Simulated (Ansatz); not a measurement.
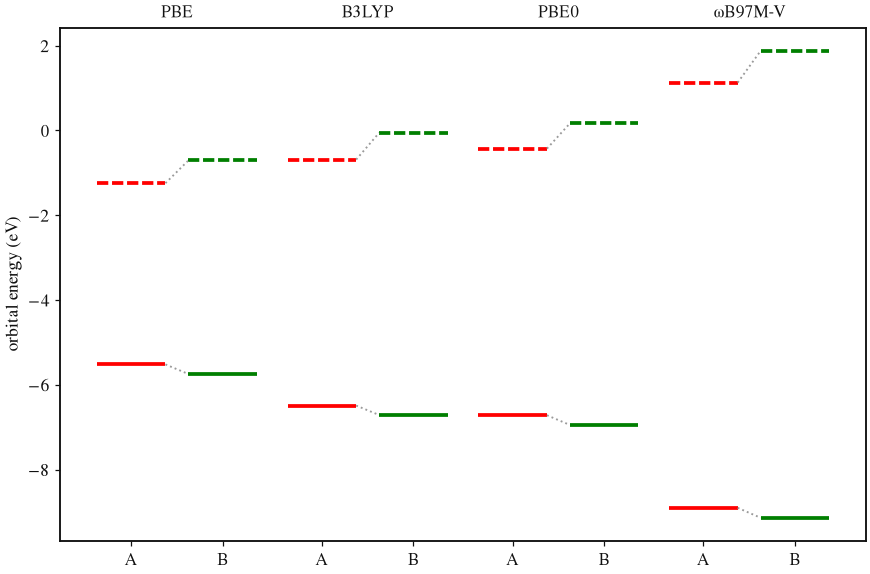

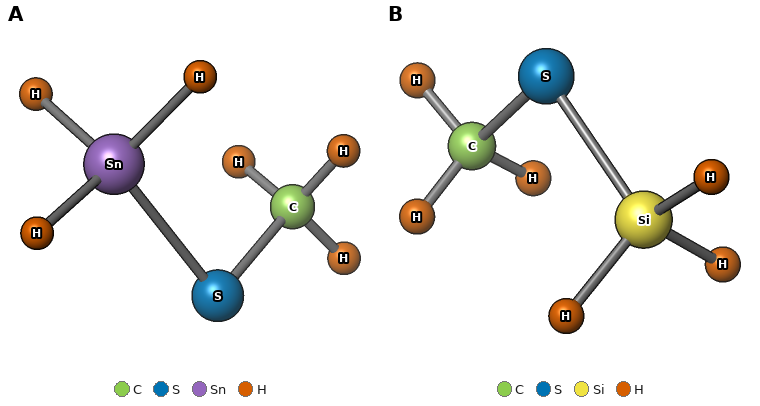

One change: A, CH₆SSn (SMILES C[S][SnH3]), becomes B, CH₆SSi (SMILES CS[SiH3]). SnH₃ on S is replaced by SiH₃. HOMO (solid) and LUMO (dashed) computed in def2-TZVPP at PBE0-D4/def2-TZVP geometries, both minima by their frequencies, gas phase, the Ansatz code 0.2.0. Empty levels above zero depend strongly on the basis.

What does the change do to HOMO and LUMO?

Answer. PBE: the HOMO falls by 0.23 eV, the LUMO rises by 0.54 eV, and the separation goes from 4.27 to 5.04 eV. B3LYP: the HOMO falls by 0.22 eV, the LUMO rises by 0.63 eV, and the separation goes from 5.80 to 6.66 eV. PBE0: the HOMO falls by 0.23 eV, the LUMO rises by 0.59 eV, and the separation goes from 6.29 to 7.11 eV. ωB97M-V: the HOMO falls by 0.23 eV, the LUMO rises by 0.75 eV, and the separation goes from 10.03 to 11.01 eV.

Do the functionals agree on the effect?

Answer. They agree on the direction for both levels; the HOMO shift lies between −0.23 and −0.22 eV and the LUMO shift between 0.54 and 0.75 eV, while the separations themselves differ by up to 6.0 eV between functionals.

Known limits of this run: core potentials past krypton; spin-orbit coupling is left out, and with Sn it can shift these values.
